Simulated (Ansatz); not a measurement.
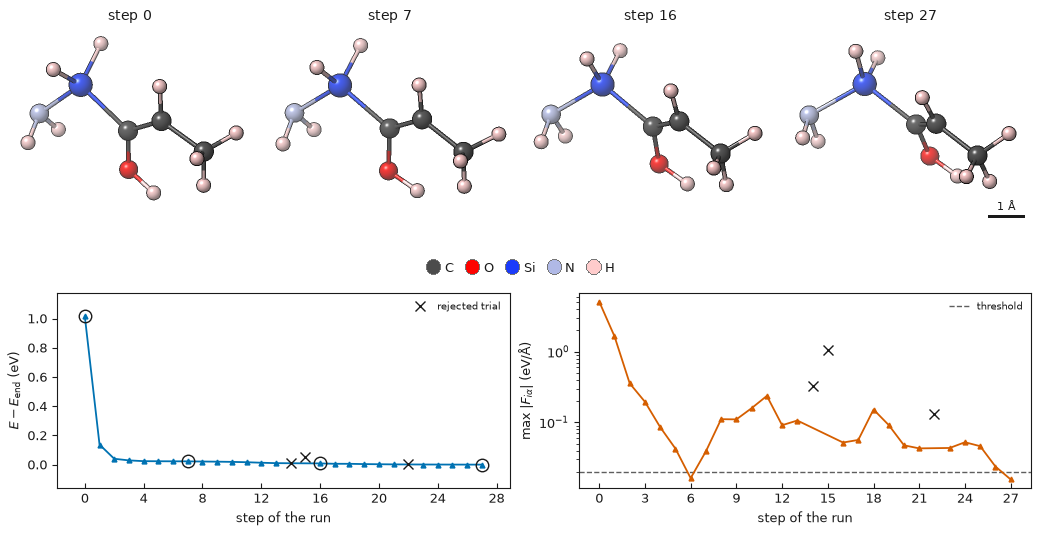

Frames of a relaxation of C3H9NOSi, marked on the history of the run. The picture is a ball-and-stick view, seen at a tilt.

The run prepares the start of a later molecular dynamics calculation, from a guessed geometry.

All numbers below come from Ansatz 0.2.0, RKS revPBE-D4/STO-3G.

Input
```yaml
crystal:
  periodic: [false, false, false]
  atoms:
    - { symbol: C, position_ang: [0.4822, -2.2008, 1.2087] }
    - { symbol: C, position_ang: [0.6112, -0.7285, 0.7951] }
    - { symbol: C, position_ang: [-0.0881, -0.0231, -0.1534] }
    - { symbol: O, position_ang: [-0.9967, -0.5569, -0.9157] }
    - { symbol: Si, position_ang: [0.3352, 1.7869, -0.5032] }
    - { symbol: "N", position_ang: [-0.9277, 2.4113, -1.4661] }
    - { symbol: H, position_ang: [1.3928, -2.7024, 1.0337] }
    - { symbol: H, position_ang: [-0.3213, -2.6539, 0.6457] }
    - { symbol: H, position_ang: [0.1989, -2.1926, 2.306] }
    - { symbol: H, position_ang: [1.4033, -0.2215, 1.3857] }
    - { symbol: H, position_ang: [-1.2008, -1.5026, -0.6631] }
    - { symbol: H, position_ang: [1.6183, 1.9291, -1.2215] }
    - { symbol: H, position_ang: [0.295, 2.5988, 0.7561] }
    - { symbol: H, position_ang: [-1.0301, 1.765, -2.2343] }
    - { symbol: H, position_ang: [-1.794, 2.2405, -0.9443] }
basis:
  gaussian: { orbitals: STO-3G }
hamiltonian:
  xc: revpbe
  dispersion: d4
relax:
  f_tol: 0.02
  max_steps: 40
scf:
  lower_state_search: "off"
```

Launched with:
```bash
ansatz run input.yaml --threads 1 --pin off --max-ram 2048MiB --backend cpu --events-out ev --progress --plain --runs-dir out
```

What happens along the run?

Answer. After 24 accepted moves (27 points after the start) the energy has fallen by 1.014 eV. Largest force component: 5.1 eV/Å at the start, 0.016 eV/Å at the end. The line search rejected the trial steps at points 14, 15, 22 of the run. The forces were under the threshold at step 6, but the run went on from there. H11 moves most after the best rigid fit: 0.89 Å. Largest moves by element: H 0.89 Å, O 0.86 Å, N 0.48 Å, C 0.33 Å, Si 0.26 Å. Near-neighbour distances that change, for instance: C3–O4 1.301 → 1.427 Å, Si5–N6 1.706 → 1.810 Å, N6–H14 1.009 → 1.070 Å, C1–H7 1.054 → 1.112 Å. Among the angles between lasting bonds that change: C3–O4–H11 112.5° → 103.1°, C3–Si5–N6 106.8° → 114.5°, H7–C1–H9 112.3° → 107.1°. Groups turn about C3–Si5 by about 55°. The run took 83 s on 1 thread of Arm Neoverse V1, on a shared host, peak memory 0.14 GiB. From step 0 to 7: H14 moves most (0.18 Å), energy −0.992 eV. From step 7 to 16: O4 moves most (0.45 Å), energy −0.014 eV. From step 16 to 27: O4 moves most (0.42 Å), energy −0.008 eV.

Limits of the set-up: STO-3G is a minimal basis, so the numbers are rough.
